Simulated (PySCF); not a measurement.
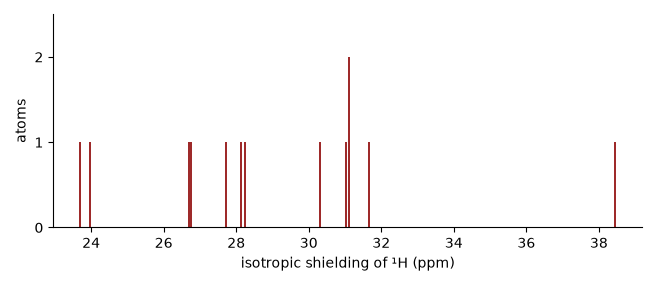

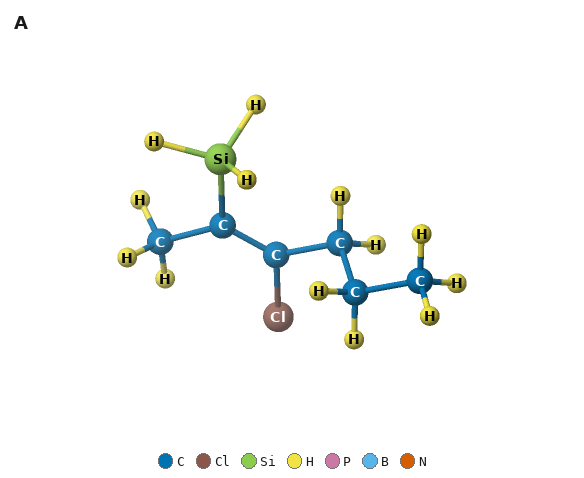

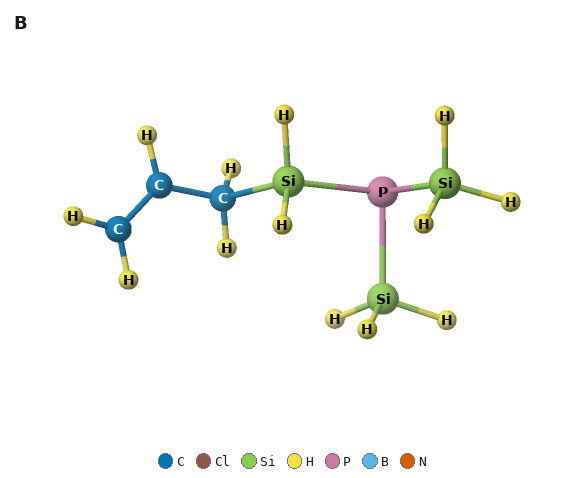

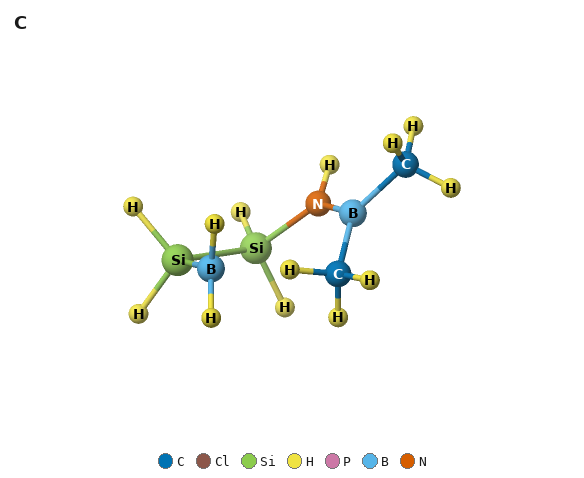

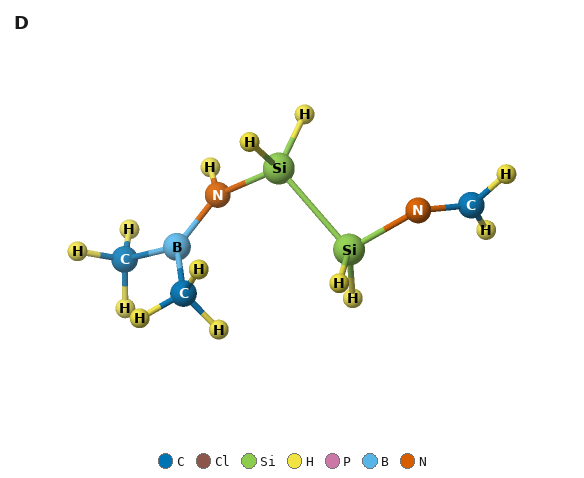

The sticks are computed shieldings of one of the molecules, for one fixed geometry (GFN2-xTB) without averaging over rotations. Low shielding means a high chemical shift. Method: GIAO PBE0/pcSseg-1 NMR shielding, non-relativistic, gas phase (PySCF 2.14.0).

Which molecule gives this pattern?

C, `B[SiH2][SiH2]NB(C)C`. Its 13 H atoms give lines at 23.69, 23.96, 26.70, 26.75, 27.71, 28.13, 28.26, 30.31, 31.04, 31.12 (2 atoms), 31.65, 38.45 ppm.

The geometry is semi-empirical. Around B, Si such bond lengths and angles can be off by a tenth of an ångström or more and by several degrees, and values that hang on the shape move with them.
